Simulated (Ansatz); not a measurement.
AlHClF$_{3}$: frequency calculation

AlHClF$_{3}$, computed with RHF/def2-SVP (Ansatz 0.2.0).

It belongs to a series of runs on one base structure; here: vibrations at the highest image of the band. Figures and captions count atoms from 1; the log counts them from 0 in places.

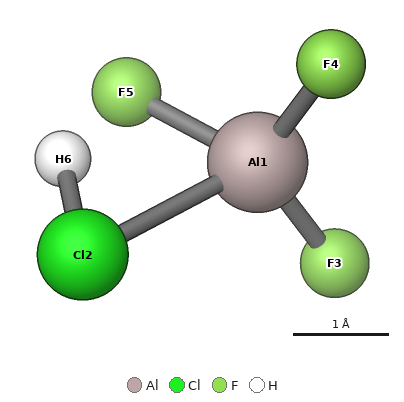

Fig. 1: The structure (ball-and-stick view, seen at a tilt; atoms are numbered from 1 in the order of the input). Sticks mark near contacts.

**Input file**
```yaml
crystal:
  periodic: [false, false, false]
  atoms:
    - { symbol: Al, position_ang: [0.013966, -0.290687, -0.011851] }
    - { symbol: Cl, position_ang: [0.014306, 0.044979, 2.277808] }
    - { symbol: F, position_ang: [1.429325, 0.157199, -0.696191] }
    - { symbol: F, position_ang: [-1.427681, 0.085301, -0.684221] }
    - { symbol: F, position_ang: [0.063093, -1.932114, 0.656721] }
    - { symbol: H, position_ang: [0.05229, -1.360877, 1.738534] }
basis:
  gaussian: { orbitals: def2-SVP }
hamiltonian:
  xc: hf
phonons: {}
```

Run on 1 thread of Intel Xeon @ 2.60GHz (Ice Lake), 24 GiB of memory available, shared host.

Run as:
```bash
ansatz run input.yaml --threads 1 --pin off --max-ram 2048MiB --backend cpu --events-out ev --progress --plain --runs-dir out
```

**The program's output**
```
Engine: ansatz 0.2.0, x86_64-unknown-linux-gnu
Functional definition: HF
  exchange = exact_x
  correlation = 0
807 factors; integrals over basis functions are off by at most 3.4e-4 eV
mean field evaluation 1: about -27210.1900 eV, gradient 4.2e1 eV
mean field evaluation 2: about -27210.2251 eV, gradient 4.3e1 eV
mean field evaluation 4: about -27213.3441 eV, gradient 1.7e0 eV
mean field evaluation 8: about -27213.3635 eV, gradient 1.0e-1 eV
mean field -27213.36353043 eV, -1000.0726638629 hartree, gradient 3.1e-5 eV, S^2 0.000000; 0 other end points of the search recorded, 0 dependent functions left out
the calculation of the forces begins
reference -27213.36353043 eV, -1000.0726638629 hartree; 29, 29 occupied and 54, 54 virtual orbitals, 807 factors
these checks for a lower state are left out or cut short: stability, starts, cluster_reference, orbital_swaps, neighbouring_geometries, increment
807 factors; integrals over basis functions are off by at most 3.4e-4 eV
mean field evaluation 16: about -27213.3634 eV, gradient 7.6e-4 eV
mean field -27213.36337841 eV, -1000.0726582764 hartree, gradient 8.4e-6 eV, S^2 0.000000; 0 other end points of the search recorded, 0 dependent functions left out
[... from here on the field's lines of each further geometry are left out, up to the last ...]
the calculation of the forces begins
reference -27213.36354509 eV, -1000.0726644017 hartree; 29, 29 occupied and 54, 54 virtual orbitals, 807 factors
these checks for a lower state are left out or cut short: stability, starts, cluster_reference, orbital_swaps, neighbouring_geometries, increment
807 factors; integrals over basis functions are off by at most 3.4e-4 eV
mean field -27213.36350998 eV, -1000.0726631116 hartree, gradient 2.8e-6 eV, S^2 0.000000; 0 other end points of the search recorded, 0 dependent functions left out
the calculation of the forces begins
reference -27213.36350998 eV, -1000.0726631116 hartree; 29, 29 occupied and 54, 54 virtual orbitals, 807 factors
WARN: phonons: modes at or below zero, which the zero-point energy, F, S and C_V leave out: 1, the lowest at -1302.33 cm⁻¹. A minimum has none, and a first-order saddle one
Total energy: -27213.36353043 eV, -1000.0726638629 hartree
Atom 0 at     0.013966    -0.290687    -0.011851 Å, force     0.008994    -0.008751     0.000417 eV/Å
Atom 1 at     0.014306     0.044979     2.277808 Å, force     0.001406    -0.006344    -0.002750 eV/Å
Atom 2 at     1.429325     0.157199    -0.696191 Å, force    -0.003628     0.002191     0.001206 eV/Å
Atom 3 at    -1.427681     0.085301    -0.684221 Å, force     0.000415    -0.004254     0.001729 eV/Å
Atom 4 at     0.063093    -1.932114     0.656721 Å, force    -0.005793     0.010737    -0.007600 eV/Å
Atom 5 at     0.052290    -1.360877     1.738534 Å, force    -0.001394     0.006421     0.006999 eV/Å
Dipole moment:     0.005396    -0.189994     0.397252 e Å
Vibrations: -1302.33 135.24 212.83 216.45 260.67 409.17 515.63 692.43 877.96 921.65 1028.31 1616.71 cm⁻¹, zero-point energy 0.426943 eV
```

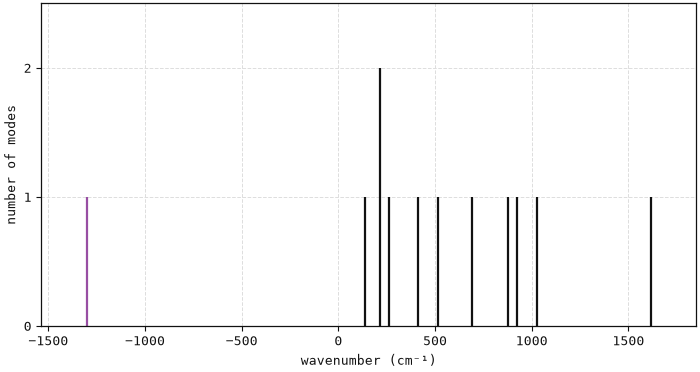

Fig. 2: Harmonic vibrational wavenumbers from the force constants; neighbouring modes closer than 13 cm⁻¹ are counted in one stick, and imaginary ones are drawn at negative wavenumbers. 12 modes from 1302i to 1617 cm⁻¹, 1 imaginary beyond 8i (1302i cm⁻¹): a first-order saddle point, if the geometry is stationary.

**Key numbers**

```tsv
quantity	value
outcome	converged
total energy	−27213.3635 eV
mean-field energy	−27213.3635 eV
largest force (length of the vector)	0.014 eV/Å
wall time	33 s
peak memory	0.17 GiB
```
